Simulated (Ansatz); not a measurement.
## AlN, response to strain

The reference is AlN in the wurtzite structure (space group P6_3mc, No. 186; a = 3.130 Å, c = 5.017 Å). Axes: x lies along a and z along c of the hexagonal cell.

Strains are applied to the cell and any free atomic positions relax; under biaxial strain the out-of-plane vector relaxes too.

Computed with PBE/PAW in Ansatz (a quantum-chemistry and plane-wave program), no spin-orbit coupling, earlier PAW set.

Notes on the quantities. in-plane stress: mean in-plane stress (compression positive).

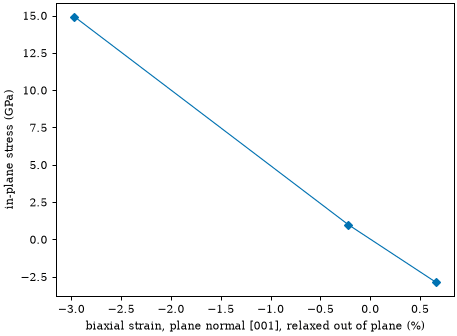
Figure: in-plane stress against biaxial strain, plane normal [001], relaxed out of plane

**Question.** From the plot, what is the in-plane stress for biaxial strain +0.66 %, plane normal [001], relaxed out of plane?

**Answer.** About -3 GPa.

**Question.** Is the trend monotonic over the range shown?

**Answer.** Yes, it falls throughout, spanning -2.9 GPa to +14.9 GPa.

Whether these cells are dynamically stable was not tested.
